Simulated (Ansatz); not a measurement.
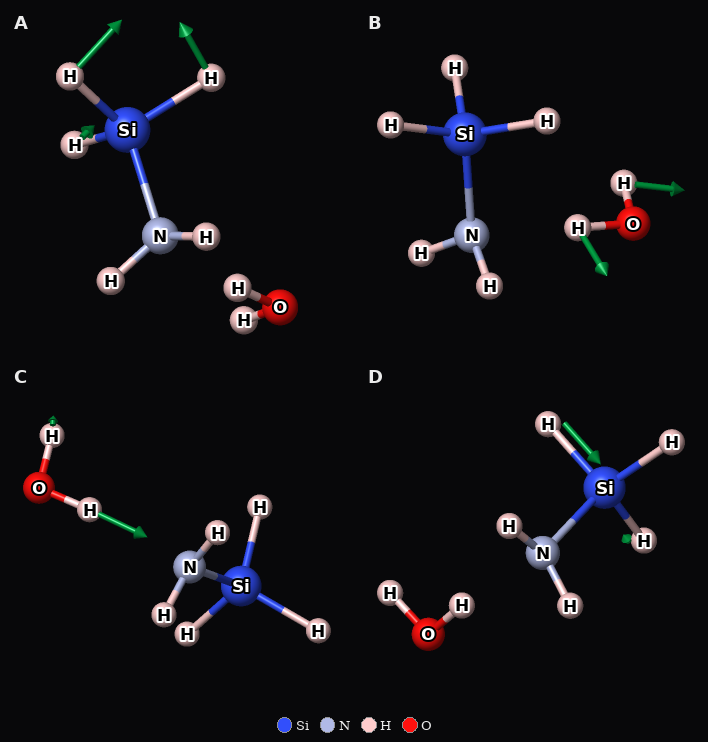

4 normal modes of one molecule or complex, as arrows. Harmonic vibrations computed with RKS PBE0-D4/def2-TZVP (Ansatz 0.2.0) at a stationary point of the same level.

### Match the panels to the wavenumbers 968 cm⁻¹, 1651 cm⁻¹, 2237 cm⁻¹, 3637 cm⁻¹.

A: 968 cm⁻¹, H–Si–H bending
B: 1651 cm⁻¹, H–O–H bending
C: 3637 cm⁻¹, O–H stretching
D: 2237 cm⁻¹, Si–H stretching
